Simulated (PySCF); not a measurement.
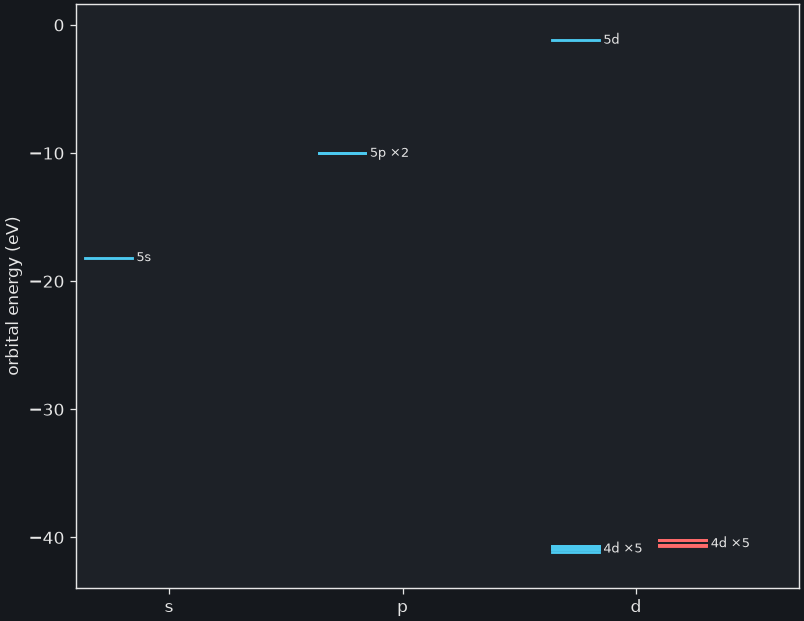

Figure 1. Orbital energies of the mean field, from the top down to −41.1 eV, by angular momentum, α spin at the left of each column and β at the right; ×n counts the orbitals under one label. Empty levels that the record names by l alone aren't drawn. The highest filled orbital is 5d α at −1.19 eV, the lowest empty one s β at −4.14 eV.

## Run report: Sn, atomic calculation

System: Sn, configuration 1s2 2s2 2p6 3s2 3p6 3d10 4s2 4p6 4d10 5s1 5p2 5d1, multiplicity 5.
Method: unrestricted HF, dyall-av2z, non-relativistic, point nucleus (PySCF).

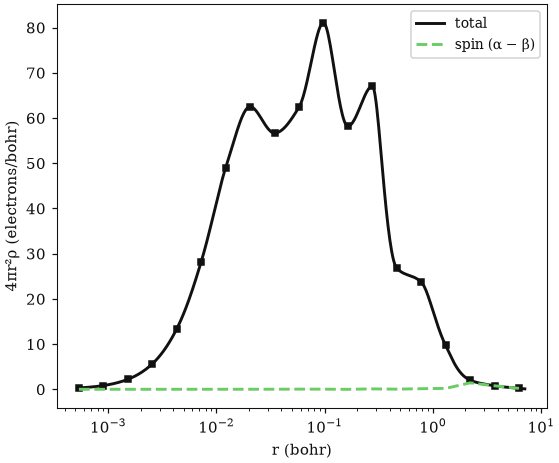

Figure 2. Spherically averaged radial density 4πr²ρ of the mean field and its spin part; markers are the stored points, which are sparse, and the line is a monotone interpolation between them. The largest stored value is 81.1 electrons/bohr at r = 0.098 bohr. Root-mean-square radii of the shells: 4s 0.904, 4p 0.962, 4d 1.17, 5s 2.65, 5p 3.20, 5d 5.15 bohr.

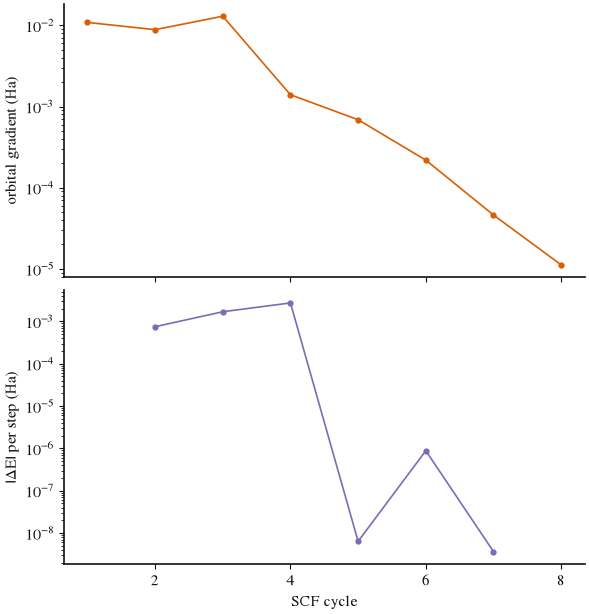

Figure 3. Convergence: orbital gradient and change of the energy from step to step (the smallest changes aren't drawn) against the SCF cycle. The residual falls almost steadily, with no more than small rises or pauses. It goes from 0.011 to 1.1×10⁻⁵ in 8 steps.

Input and output of the run follow.

### Input file
```python
from pyscf import gto, scf, dft, mp, cc
import basis_set_exchange as bse
mol = gto.M(atom="Sn 0 0 0", charge=0, spin=4, symmetry="D2h",
            basis=gto.basis.parse(bse.get_basis("dyall-av2z", elements=["Sn"], fmt="nwchem")))
mf = scf.UHF(mol)
mf.irrep_nelec = {'Ag': (10, 8), 'B1g': (2, 2), 'B2g': (2, 2), 'B3g': (2, 2), 'B1u': (3, 3), 'B2u': (4, 3), 'B3u': (4, 3)}
mf.kernel()
```

The script is an equivalent of what the driver set up; the driver started from orbitals of its own, so the log can be shorter than this script's would be, and it computed the properties (radii, ⟨L²⟩, response) afterwards. It held the occupations shell by shell, which the script's counts by irreducible representation don't always enforce.

### Log (extracts)
```
damping factor = 0
level_shift factor = 0
DIIS = <class 'pyscf.scf.diis.CDIIS'>
diis_start_cycle = 1
diis_space = 10
diis_damp = 0
SCF conv_tol = 1e-09
SCF conv_tol_grad = None
number electrons alpha = 27  beta = 23
cycle= 1 E= -6022.58824227558  delta_E= -0.00128  |g|= 0.0109  |ddm|= 0.0921
cycle= 2 E= -6022.58899231815  delta_E= -0.00075  |g|= 0.00888  |ddm|= 0.134
cycle= 3 E= -6022.59068336487  delta_E= -0.00169  |g|= 0.013  |ddm|= 0.219
cycle= 4 E= -6022.58795035409  delta_E= 0.00273  |g|= 0.0014  |ddm|= 0.549
cycle= 5 E= -6022.58795036047  delta_E= -6.37e-09  |g|= 0.000689  |ddm|= 0.0164
cycle= 6 E= -6022.58795124327  delta_E= -8.83e-07  |g|= 0.000219  |ddm|= 0.00572
cycle= 7 E= -6022.58795123961  delta_E= 3.66e-09  |g|= 4.61e-05  |ddm|= 0.0016
cycle= 8 E= -6022.58795123996  delta_E= -3.46e-10  |g|= 1.12e-05  |ddm|= 0.000256
converged SCF energy = -6022.58795123996  <S^2> = 6.0025899  2S+1 = 5.0010358
```

### Results in brief

| quantity | value |
| --- | --- |
| outcome | converged |
| total energy | −6022.5880 hartree |
| kinetic energy | 6022.7195 hartree |
| −E/T (1 by the virial theorem at the basis-set limit) | 1.0000 |
| ⟨S²⟩ | 6.003 |
| ⟨L²⟩ | 7.99 |
| SCF iterations | 8 |
| hardware | 1 CPU thread, shared host |
| CPU time | 46 s (integrals apart) |

### Notes

The driver held the occupations shell by shell, and empty p levels lie below the filled 5d. Relativity is left out, which matters for an atom this heavy. This is not the ground configuration of the species. ⟨L²⟩ departs from that of the intended term, so the determinant mixes terms. To bear in mind: unstable response matrix: no polarizability.
